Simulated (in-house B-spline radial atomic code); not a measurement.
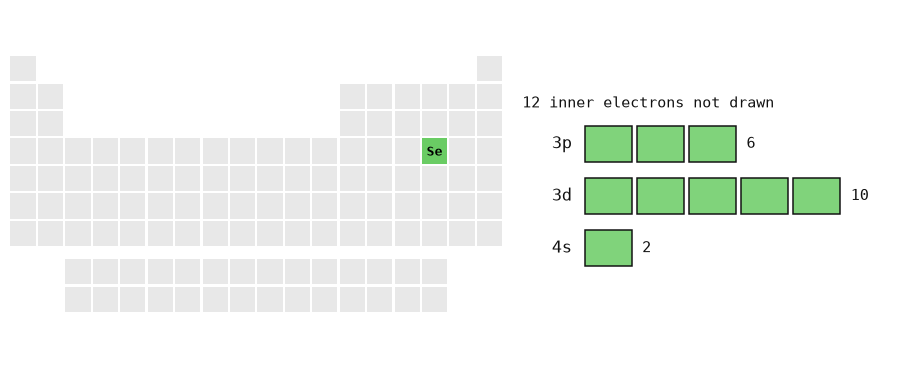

Fig. 1: Left, the place of selenium in the periodic table; right, the outer shells of the closed core: a box for each of the 2l + 1 orbitals, shaded by the share of the shell that is filled, with the electron count at the right.

# Se²⁺: many-body perturbation calculation

Se²⁺, core [Ar] 3d10 4s2. Computed at this level: configuration interaction of two valence electrons with many-body perturbation theory for the core (screened one- and two-electron correlation potentials), Breit and QED, no-pair Dirac, B-spline basis (in-house B-spline radial atomic code).

## Results in brief

- outcome: converged
- hardware: 1 thread of Arm Neoverse N1, 54 GiB of memory available, shared host
- wall time: 3.4 min

## Remarks

Limits: the outer s2 shell is a soft core here, levels are rough; the outer n is counted by energy, so a perturber such as np2 can shift it by one.

## Input file
```
basis_form = 3
Z = 34
core_configuration = [Ar] 3d10 4s2
rms_radius = 4.14
mass_number = 80
speed_of_light = 137.035999084
box_radius = 22.5
lmax = 6
intervals = 65
virtual_cutoff = 2312.0
```

The run was one of a batch that the task file lists, launched with:
```bash
python <driver script> task.json out
```

The program writes its results to a structured record and prints no log; tables and figures of this report are taken from that record.

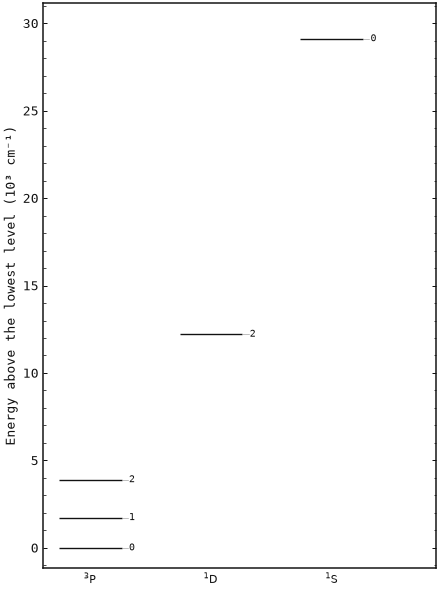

Fig. 2: Levels of Se III (Se²⁺), two electrons outside the core [Ar] 3d¹⁰ 4s². CI+MBPT: configuration interaction in the frozen-core Dirac–Hartree–Fock potential with screened core-valence correlation, Breit and QED terms; computed with a B-spline radial code. The lowest level is 4p² ³P₀. The first excited level, 4p² ³P₁, lies at 1,730 cm⁻¹. The ground term spreads over 3,900 cm⁻¹ in the order J = 0, 1, 2, a normal multiplet. All levels drawn have even parity, so no electric dipole line joins them. The ionisation energy is 31.71 eV, against 30.67 eV from CI without core-valence correlation and a measured value of 31.70 eV.

```tsv
Level	E (cm⁻¹)
4p² ³P₀	0
4p² ³P₁	1,733
4p² ³P₂	3,901
4p² ¹D₂	12,220
4p² ¹S₀	29,120
```
